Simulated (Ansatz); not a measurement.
# F− with TeH₂: superposition error and deformation, part 2 of 2

Ansatz 0.2.0, Gaussian basis. Earlier steps stand in the parts before.

### Step 11. B3LYP-D4/def2-TZVPPD

The input, free-b/in.yaml:

```yaml
crystal:
  periodic: [false, false, false]
  atoms:
    - {symbol: Te, position_ang: [0.480578, 0.296189, -0.058161]}
    - {symbol: H, position_ang: [0.956269, 0.671659, 1.482369]}
    - {symbol: H, position_ang: [-0.844325, -0.497924, 0.537195]}
basis:
  gaussian: {orbitals: "def2-TZVPPD.json"}
hamiltonian: {xc: {name: B3LYP}, dispersion: d4}
```

The run is started by

```console
> ansatz run in.yaml --threads 2 --pin off --events-out ev --progress --plain --max-ram 5222MiB
```

The log of the run:

```text
Functional definition: B3LYP
  name "B3LYP"
  cite "Stephens, Devlin, Chabalowski & Frisch, J. Phys. Chem. 98, 11623 (1994) doi:10.1021/j100096a001"
  cite "Becke, Phys. Rev. A 38, 3098 (1988) doi:10.1103/PhysRevA.38.3098"
  cite "Lee, Yang & Parr, Phys. Rev. B 37, 785 (1988) doi:10.1103/PhysRevB.37.785"
  cite "Vosko, Wilk & Nusair, Can. J. Phys. 58, 1200 (1980) doi:10.1139/p80-159"
  parameter a0 = 0.2
  parameter ax = 0.72
  parameter ac = 0.81
  exchange = (1 - a0 - ax)*slater_x + ax*b88_x + a0*exact_x
  correlation = (1 - ac)*vwn_rpa_c + ac*lyp_c
595 factors; their error is unknown
mean field evaluation 1: about -7327.9041 eV, gradient 7.1e0 eV
mean field evaluation 2: about -7327.9775 eV, gradient 7.1e0 eV
mean field evaluation 4: about -7328.0689 eV, gradient 3.4e-1 eV
mean field evaluation 8: about -7328.2034 eV, gradient 8.0e-3 eV
mean field -7328.20342171 eV, -269.3065085133 hartree, gradient 7.3e-5 eV, S^2 0.000000; 0 other end points of the search recorded, 0 dependent functions left out
reference -7328.20362321 eV, -269.3065159180 hartree; 13, 13 occupied and 80, 80 virtual orbitals, 595 factors
Total energy: -7328.24317674 eV, -269.3079694835 hartree
```

It took 0.7 s on 2 threads, shared host.

### Step 12. wB97X-V/def2-TZVPPD

free-b/in.yaml: that of step 11 with these lines changed.

```diff
@@ -8,2 +8,2 @@
   gaussian: {orbitals: "def2-TZVPPD.json"}
-hamiltonian: {xc: {name: B3LYP}, dispersion: d4}
+hamiltonian: {xc: {name: wB97X-V}}
```

The run is started by

```console
> ansatz run in.yaml --threads 2 --pin off --events-out ev --progress --plain --max-ram 5222MiB
```

The log of the run (excerpt; [...] marks lines left out):

```text
[... 5 set-up lines as earlier in the session ...]
[...]
      + integral(e_c_pw_opposite_spin*poly(b97_u_opposite, cos0, cos1)) + vv10(b, c)
592 factors; their error is unknown
165 factors; integrals over basis functions are off by at most 1.0e-4 eV
[...]
mean field -7325.16197401 eV, -269.1947373717 hartree, gradient 8.5e-6 eV, S^2 0.000000; 0 other end points of the search recorded, 0 dependent functions left out
reference -7325.16197229 eV, -269.1947373087 hartree; 13, 13 occupied and 80, 80 virtual orbitals, 592 factors
Total energy: -7325.16197229 eV, -269.1947373087 hartree
```

It took 2.1 s on 2 threads, shared host.

### Step 13. wB97M-V/def2-TZVPPD

free-b/in.yaml: that of step 12 with these lines changed.

```diff
@@ -8,2 +8,2 @@
   gaussian: {orbitals: "def2-TZVPPD.json"}
-hamiltonian: {xc: {name: wB97X-V}}
+hamiltonian: {xc: {name: wB97M-V}}
```

The run is started by

```console
> ansatz run in.yaml --threads 2 --pin off --events-out ev --progress --plain --max-ram 5222MiB
```

The log of the run (excerpt; [...] marks lines left out):

```text
[... 5 set-up lines as earlier in the session ...]
  # Of w^i u^j: cxij and so on, Table III.
[...]
  gx(w, u) = 1 - cx + cx01*u + cx10*w
  gss(w, u) = css00 + css04*u^4 + css10*w + css20*w^2 + css43*w^4*u^3
  gos(w, u) = cos00 + cos10*w + (cos20 + cos21*u)*w^2 + (cos60 + cos61*u)*w^6
[...]
      + integral(e_c_pw_mod_opposite_spin*gos(b97_w_opposite, b97_u_opposite)) + vv10(b, c)
592 factors; their error is unknown
165 factors; integrals over basis functions are off by at most 1.0e-4 eV
[...]
mean field -7324.57110498 eV, -269.1730233353 hartree, gradient 7.3e-5 eV, S^2 0.000000; 0 other end points of the search recorded, 0 dependent functions left out
reference -7324.57115397 eV, -269.1730251356 hartree; 13, 13 occupied and 80, 80 virtual orbitals, 592 factors
Total energy: -7324.57115397 eV, -269.1730251356 hartree
```

It took 2.3 s on 2 threads, shared host.

### Step 14. B2PLYP/def2-TZVPPD

free-b/in.yaml: that of step 13 with these lines changed.

```diff
@@ -8,2 +8,2 @@
   gaussian: {orbitals: "def2-TZVPPD.json"}
-hamiltonian: {xc: {name: wB97M-V}}
+hamiltonian: {xc: {name: B2PLYP}}
```

The run is started by

```console
> ansatz run in.yaml --threads 2 --pin off --events-out ev --progress --plain --max-ram 5222MiB
```

The log of the run (excerpt; [...] marks lines left out):

```text
[... 5 set-up lines as earlier in the session ...]
[...]
708 factors; integrals over basis functions are off by at most 7.7e-4 eV
[...]
mean field -7316.64440504 eV, -268.8817224855 hartree, gradient 2.4e-6 eV, S^2 0.000000; 0 other end points of the search recorded, 0 dependent functions left out
4 core orbitals not correlated: weight in the atoms' cores, before any rotation towards them, 1.000 or more for the frozen orbitals, at most 0.000 for the correlated occupied ones
reference -7316.64453074 eV, -268.8817271050 hartree; 9, 9 occupied and 80, 80 virtual orbitals, 708 factors
second order -15.16060594 eV of doubles, -0.00000000 eV of singles
Total energy: -7320.73789435 eV, -269.0321554429 hartree
```

It took 1.2 s on 2 threads, shared host.

### Step 15. BLYP-D4/def2-TZVPPD

free-b/in.yaml: that of step 14 with these lines changed.

```diff
@@ -8,2 +8,2 @@
   gaussian: {orbitals: "def2-TZVPPD.json"}
-hamiltonian: {xc: {name: B2PLYP}}
+hamiltonian: {xc: {name: BLYP}, dispersion: d4}
```

The run is started by

```console
> ansatz run in.yaml --threads 2 --pin off --events-out ev --progress --plain --max-ram 5222MiB
```

The log of the run:

```text
Functional definition: BLYP
  name "BLYP"
[... 2 set-up lines as earlier in the session ...]
  parameter beta = 0.0042
  parameter a = 0.04918
  parameter b = 0.132
  parameter c = 0.2533
  parameter d = 0.349
  exchange = b88_x(beta = beta)
  correlation = lyp_c(a = a, b = b, c = c, d = d)
567 factors; their error is unknown
mean field evaluation 1: about -7323.6328 eV, gradient 1.2e1 eV
mean field evaluation 2: about -7323.5568 eV, gradient 1.5e1 eV
mean field evaluation 4: about -7324.1331 eV, gradient 8.5e-1 eV
mean field evaluation 8: about -7324.1303 eV, gradient 2.2e-1 eV
mean field evaluation 16: about -7324.1303 eV, gradient 8.3e-6 eV
mean field -7324.13033448 eV, -269.1568253181 hartree, gradient 8.3e-6 eV, S^2 0.000000; 0 other end points of the search recorded, 0 dependent functions left out
reference -7324.13060884 eV, -269.1568354009 hartree; 13, 13 occupied and 80, 80 virtual orbitals, 567 factors
Total energy: -7324.18591358 eV, -269.1588678124 hartree
```

It took 0.7 s on 2 threads, shared host.

### Step 16. revPBE-D4/def2-TZVPPD

free-b/in.yaml: that of step 15 with these lines changed.

```diff
@@ -8,2 +8,2 @@
   gaussian: {orbitals: "def2-TZVPPD.json"}
-hamiltonian: {xc: {name: BLYP}, dispersion: d4}
+hamiltonian: {xc: {name: revPBE}, dispersion: d4}
```

The run is started by

```console
> ansatz run in.yaml --threads 2 --pin off --events-out ev --progress --plain --max-ram 5222MiB
```

The log of the run (excerpt; [...] marks lines left out):

```text
Functional definition: revPBE
  name "revPBE"
  cite "Zhang & Yang, Phys. Rev. Lett. 80, 890 (1998) doi:10.1103/PhysRevLett.80.890"
[... 1 set-up line as earlier in the session ...]
  parameter kappa = 1.245
[... 3 set-up lines as earlier in the session ...]
567 factors; their error is unknown
mean field evaluation 1: about -7326.4728 eV, gradient 1.1e1 eV
mean field evaluation 2: about -7326.3892 eV, gradient 1.5e1 eV
mean field evaluation 4: about -7326.8995 eV, gradient 7.8e-1 eV
mean field evaluation 8: about -7326.8963 eV, gradient 1.3e-2 eV
mean field -7326.89634220 eV, -269.2584742271 hartree, gradient 1.1e-5 eV, S^2 0.000000; 0 other end points of the search recorded, 0 dependent functions left out
reference -7326.89639906 eV, -269.2584763167 hartree; 13, 13 occupied and 80, 80 virtual orbitals, 567 factors
Total energy: -7326.97592765 eV, -269.2613989384 hartree
```

Run time: 0.55 s. Hardware: 2 threads, shared host.

### Step 17. B97M-V/def2-TZVPPD

free-b/in.yaml: that of step 16 with these lines changed.

```diff
@@ -8,2 +8,2 @@
   gaussian: {orbitals: "def2-TZVPPD.json"}
-hamiltonian: {xc: {name: revPBE}, dispersion: d4}
+hamiltonian: {xc: {name: B97M-V}}
```

The run is started by

```console
> ansatz run in.yaml --threads 2 --pin off --events-out ev --progress --plain --max-ram 5222MiB
```

The log of the run (excerpt; [...] marks lines left out):

```text
[... 5 set-up lines as earlier in the session ...]
  # Of w^i u^j: cxij and so on, Table III.
[...]
  gx(w, u) = cx00 + cx01*u + cx02*u^2 + (cx10 + cx11*u)*w
  gss(w, u) = css00 + css02*u^2 + css10*w + (css32*w^3 + css42*w^4)*u^2
  gos(w, u) = cos00 + cos01*u + cos03*u^3 + cos10*w + cos32*w^3*u^2
[...]
      + integral(e_c_pw_mod_opposite_spin*gos(b97_w_opposite, b97_u_opposite)) + vv10(b, c)
567 factors; their error is unknown
[...]
mean field -7325.36235953 eV, -269.2021014039 hartree, gradient 1.5e-5 eV, S^2 0.000000; 0 other end points of the search recorded, 0 dependent functions left out
reference -7325.36242233 eV, -269.2021037116 hartree; 13, 13 occupied and 80, 80 virtual orbitals, 567 factors
Total energy: -7325.36242233 eV, -269.2021037116 hartree
```

Wall time 2.3 s (2 threads, shared host).

### Step 18. HSE06-D4/def2-TZVPPD

free-b/in.yaml: that of step 17 with these lines changed.

```diff
@@ -8,2 +8,2 @@
   gaussian: {orbitals: "def2-TZVPPD.json"}
-hamiltonian: {xc: {name: B97M-V}}
+hamiltonian: {xc: hse06, dispersion: d4}
```

The run is started by

```console
> ansatz run in.yaml --threads 2 --pin off --events-out ev --progress --plain --max-ram 5222MiB
```

The log of the run (excerpt; [...] marks lines left out):

```text
Functional definition: HSE06
  name "HSE06"
  cite "Heyd, Scuseria & Ernzerhof, J. Chem. Phys. 118, 8207 (2003) doi:10.1063/1.1564060"
  cite "Krukau, Vydrov, Izmaylov & Scuseria, J. Chem. Phys. 125, 224106 (2006) doi:10.1063/1.2404663"
  cite "Heyd & Scuseria, J. Chem. Phys. 120, 7274 (2004) doi:10.1063/1.1668634"
  cite "Ernzerhof & Perdew, J. Chem. Phys. 109, 3313 (1998) doi:10.1063/1.476928"
[... 2 set-up lines as earlier in the session ...]
[...]
  # The whole range is PBE's own exchange, as in plane waves. The composition of these papers is wPBEh.
[...]
595 factors; their error is unknown
53 factors; integrals over basis functions are off by at most 9.7e-5 eV
[...]
mean field -7325.77252195 eV, -269.2171745948 hartree, gradient 3.5e-5 eV, S^2 0.000000; 0 other end points of the search recorded, 0 dependent functions left out
reference -7325.77256024 eV, -269.2171760017 hartree; 13, 13 occupied and 80, 80 virtual orbitals, 595 factors
Total energy: -7325.79075129 eV, -269.2178445105 hartree
```

It took 0.75 s on 2 threads, shared host.

### Step 19. CCSD(T)/def2-TZVPPD

free-b/in.yaml: that of step 18 with these lines changed.

```diff
@@ -8,2 +8,2 @@
   gaussian: {orbitals: "def2-TZVPPD.json"}
-hamiltonian: {xc: hse06, dispersion: d4}
+correlation: {method: ccsd_t}
```

The run is started by

```console
> ansatz run in.yaml --threads 2 --pin off --events-out ev --progress --plain --max-ram 5222MiB
```

The log of the run (excerpt; [...] marks lines left out):

```text
[... 4 set-up lines as earlier in the session ...]
[...]
708 factors; integrals over basis functions are off by at most 7.7e-4 eV
[...]
mean field -7296.83550075 eV, -268.1537586797 hartree, gradient 4.9e-6 eV, S^2 0.000000; 0 other end points of the search recorded, 0 dependent functions left out
4 core orbitals not correlated: weight in the atoms' cores, before any rotation towards them, 1.000 or more for the frozen orbitals, at most 0.000 for the correlated occupied ones
reference -7296.83550075 eV, -268.1537586797 hartree; 9, 9 occupied and 80, 80 virtual orbitals, 708 factors
second order -13.04795809 eV of doubles, -0.00000000 eV of singles
cycle   1  -12.41458955 eV  change    6.3e-1 eV  update   7.2e-2
[...]
cycle   9  -12.75070828 eV  change   -2.6e-6 eV  update   4.3e-6
perturbative correction -0.27776841 eV, -0.0102078008 hartree
Total energy: -7309.86397744 eV, -268.6325463671 hartree
```

Run time: 1.5 s. Hardware: 2 threads, shared host.

### Step 20. The split

| method | interaction with counterpoise (meV) | without | superposition error | deformation | binding energy |
| --- | --- | --- | --- | --- | --- |
| PBE-D4 | -1398 | -1410 | 12 | 71 | -1327 |
| revPBE-D4 | -1334 | -1348 | 14 | 69 | -1265 |
| BLYP-D4 | -1280 | -1293 | 12 | 65 | -1215 |
| r2SCAN-D4 | -1453 | -1459 | 6 | 99 | -1354 |
| B97M-V | -1515 | -1521 | 6 | 97 | -1418 |
| PBE0-D4 | -1413 | -1417 | 4 | 103 | -1310 |
| B3LYP-D4 | -1322 | -1326 | 5 | 94 | -1228 |
| HSE06-D4 | -1416 | -1420 | 4 | 103 | -1313 |
| wB97X-V | -1321 | -1324 | 3 | 122 | -1199 |
| wB97M-V | -1327 | -1332 | 4 | 120 | -1208 |
| B2PLYP | -1234 | -1256 | 23 | 112 | -1121 |
| Hartree-Fock | -1168 | -1171 | 3 | 151 | -1017 |
| MP2 | -1163 | -1229 | 65 | 140 | -1023 |
| CCSD | -1164 | -1225 | 61 | 124 | -1040 |
| CCSD(T) | -1188 | -1255 | 67 | 115 | -1073 |

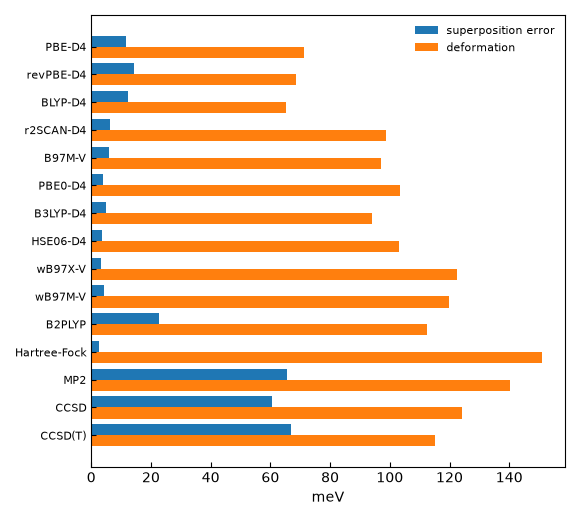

Superposition error and deformation energy by method.

### Step 21. Outcome

What follows sums up all 2 parts.

```
            quantity      value
interaction, CCSD(T)  -1188 meV
 superposition error     67 meV
         deformation    115 meV
      binding energy  -1073 meV
```

What this shows: In this basis the superposition error is 67 meV for CCSD(T) and 7 meV on average for the plain functionals: correlated methods borrow far more, since they need many more functions to converge. Deformation takes back 10 % of the interaction.
